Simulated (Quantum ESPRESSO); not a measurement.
Consider CuS (F-43m).

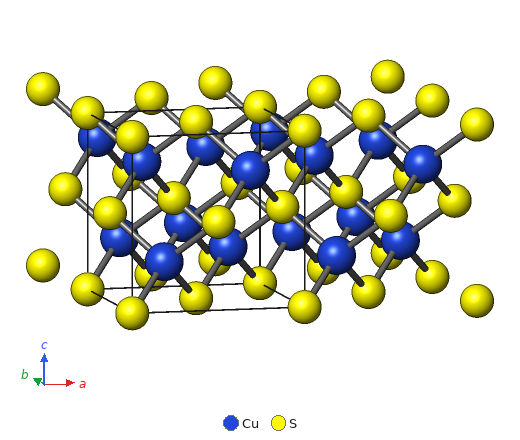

The structure (copper blue, sulfur yellow). Bonds to atoms that aren't drawn are left out. 2×2×1 conventional cells are drawn. Some periodic images of atoms are drawn too.

```
Cu S
1.0
     0.00000    2.58003    2.58003
     2.58003    0.00000    2.58003
     2.58003    2.58003    0.00000
Cu S
1 1
Direct
  0.75000 0.75000 0.75000
  0.00000 0.00000 0.00000
```

Absorber: atom 2, with 4 Cu at 2.23 Å (tetrahedral, site symmetry -43m). Method: Quantum ESPRESSO XSpectra, PBEsol, excited-electron core hole (neutral cell), 12-atom cell with 6.3 Å between holes, 6×5×6 k points, dipole transitions, Lorentzian half width 0.3 eV up to 4 eV, rising linearly to 2.5 eV at 25 eV.

Predict the near-edge structure at the S K edge.

Main maxima up to 24 eV above the zero (height): 0.3 eV (0.76), 6.6 eV (1.90) and 17.6 eV (1.11). A K edge sees empty p states on the absorber. The total-energy difference is 2478.30 eV. One term is added: -16.94 eV, since the hole is spin-paired here and a spin-polarised one costs that much less in the free atom (computed apart). The photon energy is then 2461.36 eV. The functional leaves an error in such absolute values: in the free atom PBEsol prices this hole 4.4 eV below PBE (computed apart), and PBE is itself good to a few eV.

The S K spectrum (energy from the energy zero of the input (xe0, at the border of filled and empty states); intensity scaled to a mean of 1 over the first 20 eV; the points at xe0, where the cut of filled states can leave a spike, are interpolated):

```csv
E (eV),intensity
-2.0,0.04
-0.5,0.17
1.0,0.44
2.5,0.10
4.0,0.33
5.5,1.59
7.0,1.79
8.5,1.55
10.0,1.24
11.5,1.03
13.0,0.92
14.5,0.89
16.0,1.03
17.5,1.11
19.0,1.07
20.5,0.99
22.0,0.90
23.5,0.84
25.0,0.83
26.5,0.84
28.0,0.86
29.5,0.91
31.0,1.03
```

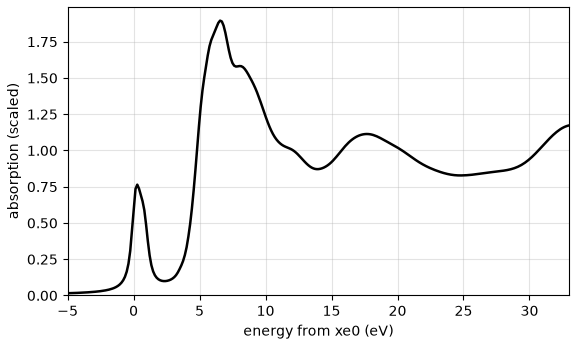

The S K edge.

The primitive cell holds an odd number of electrons, so a spin-paired run has to come out metallic; that is right for a metal, but some such compounds are magnetic or distorted insulators. The holes are only 6.3 Å apart, so the shape is probably not converged with cell size; no larger cell was run here. The structure is a computed Materials Project entry and may be a hypothetical form.

[Banner, clock and machine lines of the logs are left out without a mark of their own.]

[Logs are printed without paths, hosts, clocks, repeated set-up lines and the standing remarks that a program may print on its own settings, such as how far it seeks lower states.]

[Hosts, paths, dates, database ids (printed as entryN), source tags and the programs' standing remarks are cut or masked in the printed files.]

[Lists of maxima count a maximum above −3 eV only where it reaches 4 % of the highest in the window and stands out from its surroundings by 2 % of it (1.5 % where it reaches 55 %); shoulders and weaker maxima are passed over, and of the rest the first, up to two pre-edge ones and the few strongest are named.]
